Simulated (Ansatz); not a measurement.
SnH$_{5}$SOCl: several calculations on one system

**1. Relaxation**

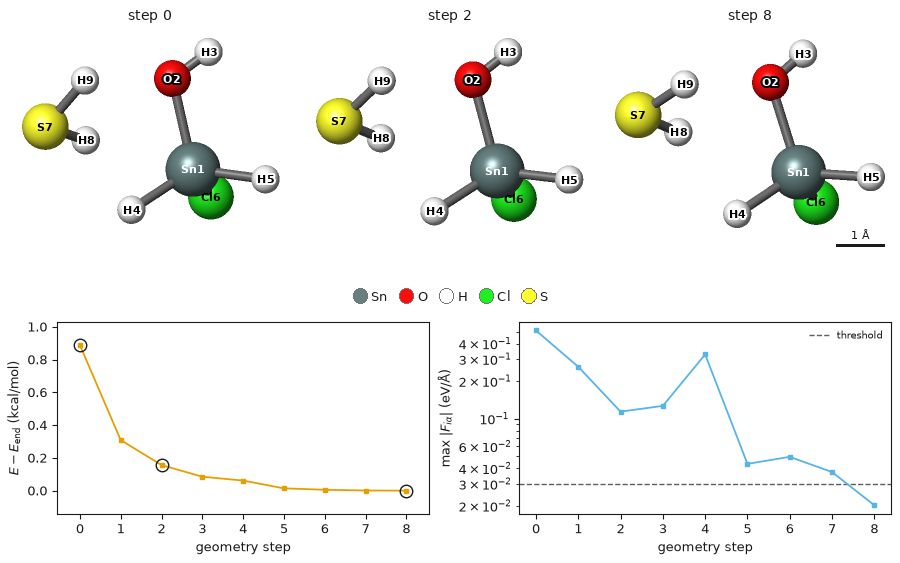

Frames of a relaxation of SnH5SOCl, marked on the history of the run. The picture is a ball-and-stick view, seen at a tilt.

The run prepares an end point of a later path (reaction) calculation, from a guessed geometry.

These are results of RKS B3LYP/def2-SVP (Ansatz 0.2.0), not measurements.

Input file:
```yaml
crystal:
  periodic: [false, false, false]
  atoms:
    - { symbol: Sn, position_ang: [-0.10634, 0.144131, -0.017994] }
    - { symbol: O, position_ang: [-0.154695, -0.040984, 1.949459] }
    - { symbol: H, position_ang: [-1.009073, 0.201428, 2.329822] }
    - { symbol: H, position_ang: [1.511855, 0.041165, -0.51878] }
    - { symbol: H, position_ang: [-0.972565, 1.570711, -0.428336] }
    - { symbol: Cl, position_ang: [-1.43308, -1.605487, -0.93574] }
    - { symbol: S, position_ang: [1.485568, -2.871752, 1.270059] }
    - { symbol: H, position_ang: [0.333202, -3.286306, 0.696421] }
    - { symbol: H, position_ang: [0.803328, -2.024508, 2.120087] }
basis:
  gaussian: { orbitals: def2-SVP }
hamiltonian:
  xc: b3lyp
relax:
  f_tol: 0.03
  max_steps: 50
```

Run as
```bash
ansatz run input.yaml --threads 2 --pin off --max-ram 3072MiB --backend cpu --events-out ev --progress --plain --runs-dir out
```

What happens along the run?

S7 moves most after the best rigid fit: 0.32 Å. Largest moves by element: S 0.32 Å, H 0.26 Å, Cl 0.18 Å, Sn 0.15 Å, O 0.09 Å. Some distances before and after: Sn1–O2 1.977 → 2.001 Å, S7–H9 1.381 → 1.358 Å, Sn1–Cl6 2.380 → 2.376 Å, Sn1–H4 1.697 → 1.701 Å. Among the angles between lasting bonds that change: O2–Sn1–H4 108.1° → 105.5°. Over 8 geometry steps the energy falls by 0.89 kcal/mol. The largest force component goes from 0.51 to 0.02 eV/Å. From step 0 to 2: S7 moves most (0.19 Å), energy −0.73 kcal/mol. From step 2 to 8: H atoms move most (0.16 Å), energy −0.16 kcal/mol.

```json
{"step": "0", "E − E(0), kcal/mol": "0.00", "largest force component, eV/Å": "0.5102"}
{"step": "1", "E − E(0), kcal/mol": "-0.58", "largest force component, eV/Å": "0.2610"}
{"step": "2", "E − E(0), kcal/mol": "-0.73", "largest force component, eV/Å": "0.1140"}
{"step": "3", "E − E(0), kcal/mol": "-0.80", "largest force component, eV/Å": "0.1267"}
{"step": "4", "E − E(0), kcal/mol": "-0.83", "largest force component, eV/Å": "0.3278"}
{"step": "5", "E − E(0), kcal/mol": "-0.87", "largest force component, eV/Å": "0.0434"}
{"step": "6", "E − E(0), kcal/mol": "-0.88", "largest force component, eV/Å": "0.0494"}
{"step": "7", "E − E(0), kcal/mol": "-0.89", "largest force component, eV/Å": "0.0374"}
{"step": "8", "E − E(0), kcal/mol": "-0.89", "largest force component, eV/Å": "0.0202"}
```

Limits of the set-up: the start holds two separate molecules, 2.2 Å apart at their closest, whose relative position is a soft coordinate and is computed without a dispersion correction.

**2. Relaxation**

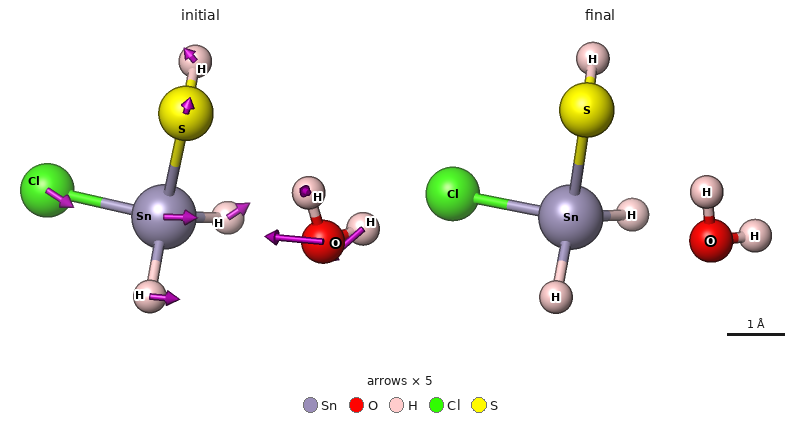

The structure of SnH5SOCl before (left) and after (right) a relaxation, at one scale. The purple arrows give the displacements, magnified 5 times.

The picture is a ball-and-stick view, seen at a tilt.

The run prepares an end point of a later path (reaction) calculation, from a guessed geometry.

Computed with Ansatz, RKS B3LYP/def2-SVP. Set-up: no spin polarisation; force threshold 0.03 eV/Å; at most 50 steps.

**Summarise the run.**

The energy falls by 0.039 eV in 5 accepted moves (7 points after the start). Largest force component: 0.72 eV/Å at the start, 0.0085 eV/Å at the end. The line search rejected the trial steps at points 2, 5 of the run. The atom that moves furthest after the best rigid fit is the O atom (0.23 Å). By element the largest moves are O 0.23 Å, H 0.19 Å, Sn 0.13 Å, Cl 0.13 Å, S 0.07 Å. Near-neighbour distances that change, for instance: O–Sn 3.155 → 2.800 Å, S–Sn 2.445 → 2.464 Å, H–O 0.988 → 0.973 Å, Cl–Sn 2.389 → 2.398 Å. Among the angles between lasting bonds that change: H–Sn–H 119.7° → 121.8°, H–Sn–Cl 106.5° → 104.4°.

Limits of the set-up: the start holds two separate molecules, 2.6 Å apart at their closest, whose relative position is a soft coordinate and is computed without a dispersion correction.

**3. Path**

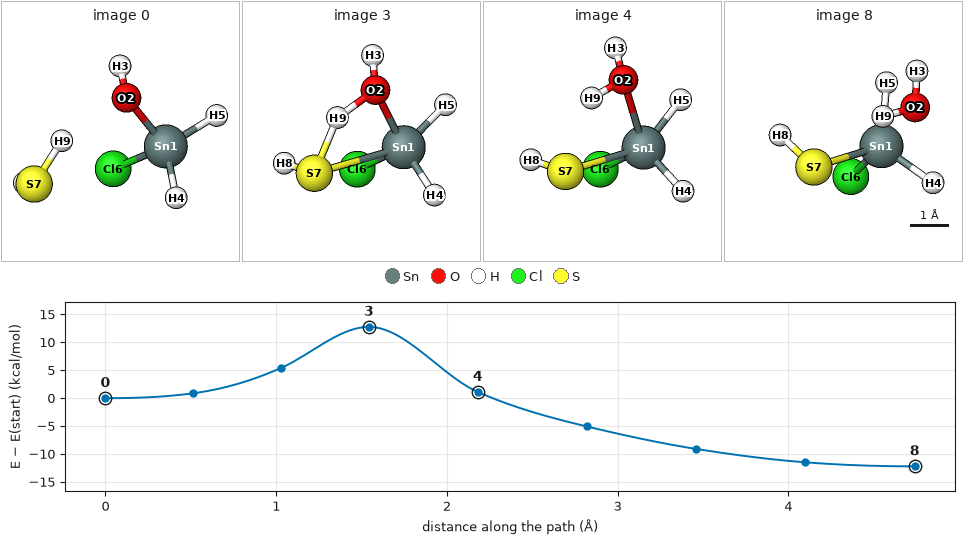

NEB run on SnH5SOCl. Images are numbered from 0 (start) to 8 (end). A ball-and-stick model, seen at a tilt.

These are results of RKS B3LYP/def2-SVP in Ansatz, not measurements. Set-up: 7 movable images; climbing image; force threshold 0.05 eV/Å; iteration limit 60; starting path through a guess of the saddle point.

### Describe the mechanism and the energy profile.

The highest point, image 3, lies 12.8 kcal/mol above the start and 25.0 kcal/mol above the end; the end is at −12.2 kcal/mol relative to the start. Breaking: S7–H9 (1.36 → 1.60 at the top → 2.58 Å), Sn1–O2 (2.00 → 2.14 at the top → 2.80 Å). Forming: O2–H9 (2.15 → 1.27 at the top → 0.97 Å), Sn1–S7 (4.05 → 2.88 at the top → 2.46 Å). The band converged in 20 iterations, with a climbing image at the top. At the top, the vibrational analysis gives one imaginary mode (981i cm⁻¹), as a transition state must have.
